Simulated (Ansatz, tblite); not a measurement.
# C₁₈H₁₄S₂: spin states and exact exchange

Is the singlet the ground state of C₁₈H₁₄S₂? Other spin states are computed and compared level by level.

Computed with Ansatz 0.2.0, Gaussian basis. Level: as each input shows.

The runs, in order: triplet, at the geometry of the singlet (GFN1-xTB, GFN2-xTB, PBE0-D4/def2-TZVP, PBE-D4/def2-TZVP); the singlet's energies come from earlier runs.

## (1) The relaxed structure

The singlet was relaxed beforehand with PBE-D4/def2-SVP.

34 atoms, charge 0, spin multiplicity 1.

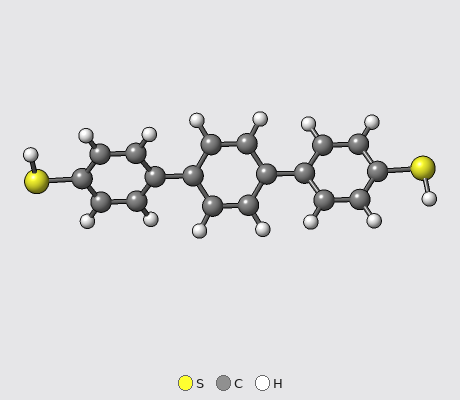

The structure; sulfur yellow, carbon grey, hydrogen white.

## (2) Triplet at the fixed geometry, GFN1-xTB

Tight binding, by tblite at 300 K electronic temperature and without a spin-polarisation term:

```python
tblite.interface.Calculator('GFN1-xTB', numbers, positions, charge=0, uhf=2).singlepoint()
```

Energy -1438.5343 eV; 0.057 s.

## (3) Triplet at the fixed geometry, GFN2-xTB

Tight binding, by tblite at 300 K electronic temperature and without a spin-polarisation term:

```python
tblite.interface.Calculator('GFN2-xTB', numbers, positions, charge=0, uhf=2).singlepoint()
```

Energy -1416.1586 eV; 0.051 s.

## (4) Triplet at the fixed geometry, PBE0-D4/def2-TZVP

File in.yaml:

```yaml
crystal:
  periodic: [false, false, false]
  atoms:
    - {symbol: S, position_ang: [7.530936, -0.343277, -0.130681]}
    - {symbol: C, position_ang: [5.763107, -0.214221, -0.064204]}
    - {symbol: C, position_ang: [5.003540, -1.313321, -0.519108]}
    - {symbol: C, position_ang: [3.607200, -1.265947, -0.494203]}
    - {symbol: C, position_ang: [2.912075, -0.131278, -0.016288]}
    - {symbol: C, position_ang: [1.432207, -0.086160, 0.006702]}
    - {symbol: C, position_ang: [0.661539, -0.736597, -0.984171]}
    - {symbol: C, position_ang: [-0.735073, -0.690693, -0.964933]}
    - {symbol: C, position_ang: [-1.434043, 0.007883, 0.046126]}
    - {symbol: C, position_ang: [-2.913747, 0.060062, 0.064394]}
    - {symbol: C, position_ang: [-3.663194, 0.075255, -1.133488]}
    - {symbol: C, position_ang: [-5.060584, 0.128240, -1.124183]}
    - {symbol: C, position_ang: [-5.764276, 0.165000, 0.097275]}
    - {symbol: S, position_ang: [-7.533474, 0.235234, 0.203407]}
    - {symbol: C, position_ang: [-5.030858, 0.149516, 1.302996]}
    - {symbol: C, position_ang: [-3.634584, 0.099286, 1.280103]}
    - {symbol: C, position_ang: [-0.663408, 0.656505, 1.038216]}
    - {symbol: C, position_ang: [0.733209, 0.610871, 1.018798]}
    - {symbol: C, position_ang: [3.687475, 0.959937, 0.436305]}
    - {symbol: C, position_ang: [5.085314, 0.926313, 0.413630]}
    - {symbol: H, position_ang: [7.793387, 0.886484, 0.391593]}
    - {symbol: H, position_ang: [5.513003, -2.217241, -0.885983]}
    - {symbol: H, position_ang: [3.039749, -2.146814, -0.829281]}
    - {symbol: H, position_ang: [1.169814, -1.274908, -1.798305]}
    - {symbol: H, position_ang: [-1.300436, -1.225434, -1.743000]}
    - {symbol: H, position_ang: [-3.138914, 0.073436, -2.100749]}
    - {symbol: H, position_ang: [-5.608989, 0.151721, -2.078246]}
    - {symbol: H, position_ang: [-7.767427, 0.220861, -1.137869]}
    - {symbol: H, position_ang: [-5.561130, 0.167059, 2.267196]}
    - {symbol: H, position_ang: [-3.088705, 0.060685, 2.234504]}
    - {symbol: H, position_ang: [-1.170968, 1.225055, 1.831985]}
    - {symbol: H, position_ang: [1.297808, 1.113025, 1.818826]}
    - {symbol: H, position_ang: [3.184599, 1.872475, 0.789809]}
    - {symbol: H, position_ang: [5.654838, 1.800998, 0.762849]}
basis:
  gaussian: {orbitals: def2-TZVP, fitting: {mean_field: def2-universal-jkfit}}
magnetization: {spin_polarized: true, initial_magnetization: 2}
hamiltonian: {xc: pbe0, dispersion: d4}
scf: {omitted_lower_state_checks: [starts]}
output: {orbitals: {seedname: orbitals}}
```

The run is started by

```
ansatz run in.yaml --threads 2 --pin off --events-out ev --progress --plain --max-ram 32768MiB --backend cuda --devices 0, --max-vram 18GiB
```

Log:

```text
Functional definition: PBE0
  name "PBE0"
  cite "Adamo & Barone, J. Chem. Phys. 110, 6158 (1999) doi:10.1063/1.478522"
  cite "Perdew, Burke & Ernzerhof, Phys. Rev. Lett. 77, 3865 (1996) doi:10.1103/PhysRevLett.77.3865"
  parent pbe
  parameter a = 0.25
  parameter kappa = 0.804
  parameter beta = 0.06672455060314922
  exchange = (1 - a)*pbe_x(kappa = kappa, mu = beta*pi^2/3) + a*exact_x
  correlation = pbe_c(beta = beta)
these checks for a lower state are left out or cut short: starts
1858 factors; integrals over basis functions are off by at most 5.6e-1 eV
mean field evaluation 1: about -40504.7407 eV, gradient 7.8e1 eV
mean field evaluation 2: about -40184.4146 eV, gradient 2.0e2 eV
mean field evaluation 4: about -40535.1905 eV, gradient 2.7e1 eV
mean field evaluation 8: about -40539.0791 eV, gradient 1.0e0 eV
mean field evaluation 16: about -40539.0831 eV, gradient 1.7e-2 eV
mean field evaluation 32: about -40539.0831 eV, gradient 4.8e-5 eV
mean field -40539.08312350 eV, -1489.7838264113 hartree, gradient 1.9e-5 eV, S^2 2.028857; 0 other end points of the search recorded, 0 dependent functions left out
reference -40539.08318034 eV, -1489.7838284999 hartree; 78, 76 occupied and 638, 640 virtual orbitals, 1858 factors
Total energy: -40540.24581464 eV, -1489.8265545223 hartree
Checks for a lower state left out: starts
```

Wall time 21 s (1 × H100 (card shared with other runs) with 2 threads of AMD EPYC 7R13, shared host); peak host memory 1.4 GiB.

Report: HOMO -2.91 eV, LUMO -4.50 eV (over both spins; with the spin held, an empty level of the minority spin lies below the top filled one); ⟨S²⟩ 2.029 (pure: 2.00).

## (5) Triplet at the fixed geometry, PBE-D4/def2-TZVP

start.molden holds the orbitals of an earlier run on this state, given as this run's starting guess.

Changes to in.yaml since step 4:

```diff
@@ -38,5 +38,5 @@
 basis:
-  gaussian: {orbitals: def2-TZVP, fitting: {mean_field: def2-universal-jkfit}}
+  gaussian: {orbitals: def2-TZVP, fitting: {mean_field: def2-universal-jkfit}, initial_orbitals: start.molden}
 magnetization: {spin_polarized: true, initial_magnetization: 2}
-hamiltonian: {xc: pbe0, dispersion: d4}
+hamiltonian: {xc: pbe, dispersion: d4}
 scf: {omitted_lower_state_checks: [starts]}
```

Same command.

Log:

```text
Functional definition: PBE
  name "PBE"
  cite "Perdew, Burke & Ernzerhof, Phys. Rev. Lett. 77, 3865 (1996) doi:10.1103/PhysRevLett.77.3865"
  parent pbe
  parameter kappa = 0.804
  parameter beta = 0.06672455060314922
  exchange = pbe_x(kappa = kappa, mu = beta*pi^2/3)
  correlation = pbe_c(beta = beta)
these checks for a lower state are left out or cut short: starts
1858 factors; integrals over basis functions are off by at most 5.6e-1 eV
mean field evaluation 1: about -40535.6924 eV, gradient 1.4e1 eV
mean field evaluation 2: about -40536.1109 eV, gradient 5.7e-1 eV
mean field evaluation 4: about -40536.1283 eV, gradient 1.5e-1 eV
mean field evaluation 8: about -40536.1285 eV, gradient 2.5e-5 eV
mean field -40536.12845618 eV, -1489.6752443900 hartree, gradient 2.5e-5 eV, S^2 2.005291; 0 other end points of the search recorded, 0 dependent functions left out
reference -40536.12853376 eV, -1489.6752472410 hartree; 78, 76 occupied and 638, 640 virtual orbitals, 1858 factors
Total energy: -40537.48264808 eV, -1489.7250100243 hartree
Checks for a lower state left out: starts
```

Run time: 18 s. Hardware: 1 × H100 (card shared with other runs) with 2 threads of AMD EPYC 7R13, shared host.

From the report: HOMO -2.31 eV, LUMO -4.83 eV (over both spins; with the spin held, an empty level of the minority spin lies below the top filled one); ⟨S²⟩ 2.005 (pure: 2.00).

## (6) Triplet less singlet, vertical

The singlet's energies are those of its earlier runs, whose logs aren't repeated here.

```csv
level,"triplet less singlet, vertical (eV)",time
GFN1-xTB,+2.772,0.11 s
GFN2-xTB,+2.779,0.091 s
PBE-D4/def2-TZVP,+2.684,31 s
PBE0-D4/def2-TZVP,+3.059,36 s
```

Times add the two runs; a level without a time comes out of a correlated run. Tight binding without a spin term can't rank spin states.

## (7) What came out

| quantity | value |
| --- | --- |
| triplet less singlet, vertical, functionals in def2-TZVP | +2.684 (PBE-D4) to +3.059 eV (PBE0-D4) |

What this shows: All functionals put the triplet above the singlet, over a spread of 0.374 eV. The checks for a lower triplet were left out, so another state of that spin may lie lower. These are electronic energies, without zero-point motion, entropy or surroundings.
